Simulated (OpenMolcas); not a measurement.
**How basis sets differ on CH3BI (SMILES C[B]I)**

CH3BI: 6 atoms, total charge 0, spin state doublet. As SMILES, `C[B]I`. Geometry: relaxed at PBE0-D4/def2-TZVP.

Quantity: the dipole moment, in D. The values are calculated.

```json
{"level": "UHF/STO-3G", "kind": "Hartree–Fock", "program": "OpenMolcas", "value (D)": "1.79"}
{"level": "UHF/3-21G", "kind": "Hartree–Fock", "program": "OpenMolcas", "value (D)": "1.76"}
{"level": "UHF/def2-SVP (core potential)", "kind": "Hartree–Fock", "program": "OpenMolcas", "value (D)": "1.63"}
{"level": "UHF/def2-TZVP (core potential)", "kind": "Hartree–Fock", "program": "OpenMolcas", "value (D)": "1.60"}
```

All-electron rows without a relativistic Hamiltonian named are non-relativistic, while core potentials hold scalar relativity, so basis and relativity change together. The values span 1.60 to 1.79 D. Sets without polarisation functions give poor dipoles.

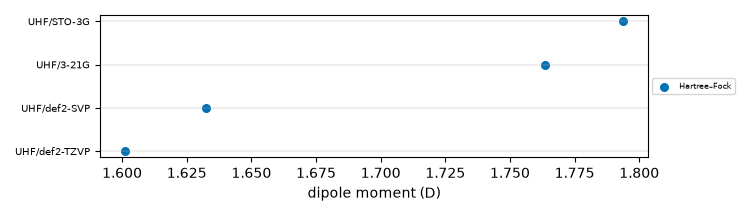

The values of the table, level by level.
